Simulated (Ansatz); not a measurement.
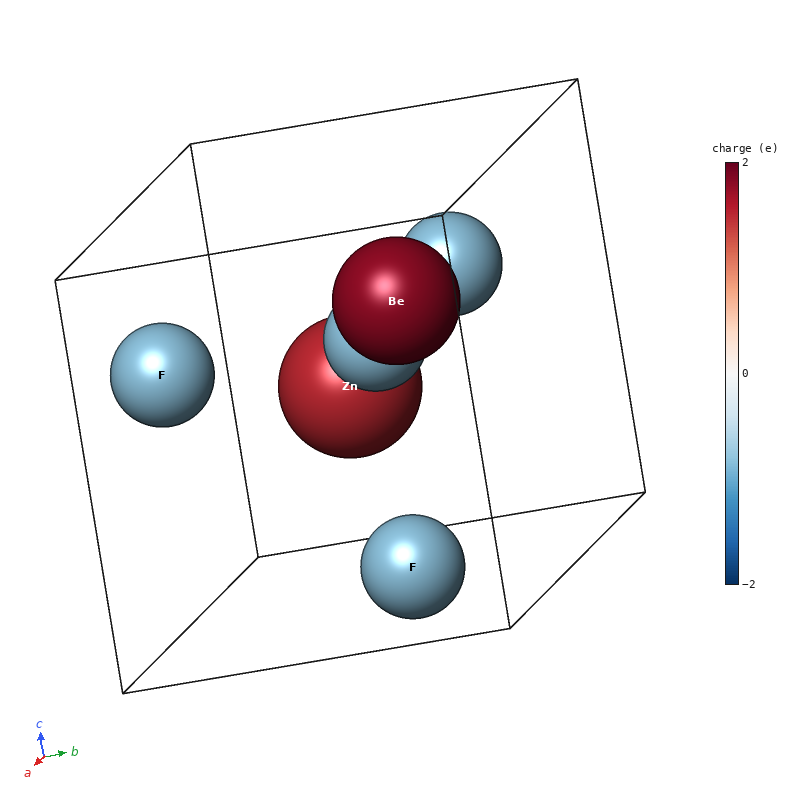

We look at a spheres-only model of the crystal slightly off an axis. The wireframe shows the simulation cell. The atoms of this BeZnF4 cell are coloured by their Bader charge.

Theory: DFT PBEsol, scalar-relativistic, plane waves, PAW in Ansatz 0.2.0. Numerical settings: a 420 eV plane-wave basis, a 6×6×6 mesh of k-points, Gaussian smearing of 0.02 eV, no spin polarisation.

Summarise the charge transfer.

Answer. Most positive: Be; most negative: F. Charges: about Be +1.8 e; Zn +1.5 e; F -0.8 e. The transfer is large, as in an ionic solid.

The structure comes from a structure type filled with these elements by a generator (whether the compound takes this form wasn't checked). Earlier steps of the study may have refined or changed the cell and positions. Ansatz was used for an electronic-structure calculation on it.
